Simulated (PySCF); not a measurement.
**InH2 (SMILES [InH2]) at 5 levels**

Wanted: a comparison of 5 runs (U-wB97X-V/ccECP-cc-pVDZ, UB2PLYP/ccECP-cc-pVDZ, UM06-2X/ccECP-cc-pVDZ, UPBE/ccECP-cc-pVDZ, NEVPT2(5,6)/ccECP-cc-pVDZ) of InH2. The job is set up through a Python script.

Program for the calculation: PySCF 2.14.0.

4 further runs of the same task are left out: 4 set aside as unsound or not needed.

## (1) Starting point

The species is InH2 (3 atoms), meant as a doublet with charge 0. SMILES: `[InH2]`. The In1–H2 distance was set to 2.110 Å, away from the relaxed value.

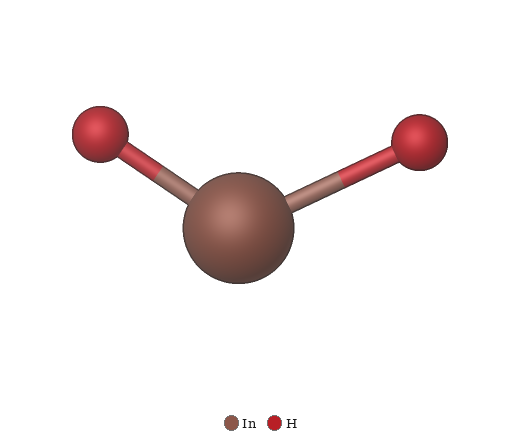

The structure, seen from a chosen angle (indium brown, hydrogen red).

## (2) The energy at U-wB97X-V/ccECP-cc-pVDZ (core potential) (run 1)

File job.py:

```python
from pyscf import gto, dft

molecule = gto.M(
    atom='In 0.323257 -0.763575 0.075437; H 0.691300 1.265400 0.521600; H -1.148243 -1.242975 -0.759063',
    max_memory=1860,
    basis='ccecp-cc-pvdz',
    ecp='ccecp',
    spin=1,
    verbose=4,
)

ks = dft.UKS(molecule, xc='wb97x-v')
ks.conv_tol = 1e-10
ks.grids.level = 5
ks.nlcgrids.level = 1
ks.kernel()
if not ks.converged:
    ks = ks.newton().run(ks.mo_coeff, ks.mo_occ)

e_tot = ks.e_tot
print(f'total energy: {e_tot:.8f} hartree')
```

Command:

```
OMP_NUM_THREADS=1 python job.py
```

The program printed:

```text
PySCF version 2.14.0

[... 112 lines left out ...]
converged SCF energy = -3.04542040011957  <S^2> = 0.76050071  2S+1 = 2.0104733
total energy: -3.04542040 hartree
```

It took 13 s on 1 thread of Arm Neoverse V1, shared host; peak memory 0.19 GiB.

## (3) The energy at UB2PLYP/ccECP-cc-pVDZ (core potential) (run 2)

File calc.py:

```python
from pyscf import gto, dft, mp

molecule = gto.M(
    atom='In 0.323257 -0.763575 0.075437; H 0.691300 1.265400 0.521600; H -1.148243 -1.242975 -0.759063',
    max_memory=1860,
    ecp={'In': 'ccecp', 'H': 'ccecp'},
    spin=1,
    charge=0,
    verbose=3,
    basis='ccecp-cc-pvdz',
)

ks = dft.UKS(molecule)
ks.xc = '0.53*HF + 0.47*B88, 0.73*LYP'
ks.conv_tol = 1e-10
ks.grids.level = 5
ks.kernel()
if not ks.converged:
    ks = ks.newton().run(ks.mo_coeff, ks.mo_occ)

pt = mp.MP2(ks).run()
e_tot = ks.e_tot + 0.27 * pt.e_corr
print('PT2 part  %.8f' % (0.27 * pt.e_corr))
print('Final energy', e_tot)
```

Command:

```
OMP_NUM_THREADS=1 python calc.py
```

The program printed:

```text
converged SCF energy = -3.00963938773384  <S^2> = 0.76867952  2S+1 = 2.0185931
E(UMP2) = -3.077868862087  E_corr = -0.0682294743531572
E(SCS-UMP2) = -3.08798841299281  E_corr = -0.0783490252589769
PT2 part  -0.01842196
Final energy -3.0280613458091903
```

Run time: 2.9 s. Hardware: 1 thread of Arm Neoverse V1, shared host; peak memory 0.19 GiB.

Runs 3 to 4 aren't shown in full; the table further down has their settings and results.

## (4) The energy at NEVPT2(5,6)/ccECP-cc-pVDZ (core potential) (run 5)

File start.xyz:

```xyz
3

In     0.323257    -0.763575     0.075437
H      0.691300     1.265400     0.521600
H     -1.148243    -1.242975    -0.759063
```

File input.py:

```python
import numpy
from pyscf import gto, scf, mp, mcscf, mrpt

molecule = gto.M(
    atom='start.xyz',
    verbose=3,
    spin=1,
    basis='ccecp-cc-pvdz',
    max_memory=1860,
    ecp='ccecp',
)

mf = molecule.ROHF()
mf.conv_tol = 1e-10
mf.kernel()
if not mf.converged:
    mf = mf.newton().run(mf.mo_coeff, mf.mo_occ)

pt = mp.MP2(scf.addons.convert_to_uhf(mf)).run()
noons, natorbs = mcscf.addons.make_natural_orbitals(pt)
print('natural occupations', numpy.round(noons[:40], 4))
cas = mcscf.CASSCF(mf, 6, 5)
cas.fix_spin_(ss=0.75)
cas.natorb = True
cas.kernel(natorbs)
e_pt2 = mrpt.NEVPT(cas).kernel()
e_final = cas.e_tot + e_pt2
print(f'total energy: {e_final:.8f} hartree')
```

Command:

```
OMP_NUM_THREADS=1 python input.py
```

The program printed:

```text
converged SCF energy = -2.93577327189288
E(UMP2) = -2.98991306497472  E_corr = -0.0541397930818451
E(SCS-UMP2) = -2.99794773402367  E_corr = -0.0621744621307883
natural occupations [1.9772e+00 1.9680e+00 9.9700e-01 1.8600e-02 1.1300e-02 6.9000e-03
 3.6000e-03 3.3000e-03 3.1000e-03 2.4000e-03 2.1000e-03 1.8000e-03
 1.0000e-03 8.0000e-04 6.0000e-04 6.0000e-04 5.0000e-04 5.0000e-04
 4.0000e-04 2.0000e-04 1.0000e-04 1.0000e-04 0.0000e+00]
CASSCF energy = -2.98096300490753
CASCI E = -2.98096300490753  E(CI) = -4.79362075031623  S^2 = 0.7500000
Sr    (-1)',   E = -0.00942345998291
Si    (+1)',   E = -0.00000000000000
Sijrs (0)  ,   E = 0.00000000000000
Sijr  (+1) ,   E = -0.00000000000000
Srsi  (-1) ,   E = -0.00000000000000
Srs   (-2) ,   E = -0.01365742624358
Sij   (+2) ,   E = 0.00000000000000
Sir   (0)' ,   E = -0.00000000000000
Nevpt2 Energy = -0.023080886226496
total energy: -3.00404389 hartree
```

Wall time 2.5 s (1 thread of Arm Neoverse V1, shared host); peak memory 0.12 GiB.

## (5) The series

```tsv
run	level	nlc grid	frozen core orbitals	energy (Eh)	dipole moment (D) of the reference	HOMO energy (eV)	LUMO energy (eV)	wall time
1	U-wB97X-V/ccECP-cc-pVDZ (core potential)	1	–	-3.045420	1.15	-7.56	-0.97	13 s
2	UB2PLYP/ccECP-cc-pVDZ (core potential)	–	0	-3.028061	1.15	-6.40	-1.60	2.9 s
3	UM06-2X/ccECP-cc-pVDZ (core potential)	–	–	-3.030900	1.10	-6.18	-2.56	4.5 s
4	UPBE/ccECP-cc-pVDZ (core potential)	–	–	-3.059294	1.05	-4.73	-3.39	2.8 s
5	NEVPT2(5,6)/ccECP-cc-pVDZ (core potential)	–	–	-3.004044	1.30	–	–	2.5 s
```

## (6) Results

```
                                   quantity        value
                        run 5: total energy  -3.00404 Eh
run 5: dipole moment (Hartree–Fock density)       1.30 D
```

**Reading.** Over runs 1, 2, 3, 4 the dipole moment (its size) runs from 1.05 D (UPBE/ccECP-cc-pVDZ) to 1.15 D (U-wB97X-V/ccECP-cc-pVDZ). Totals of different functionals can't be ranked against each other. All runs together took 26 s, the longest 13 s.
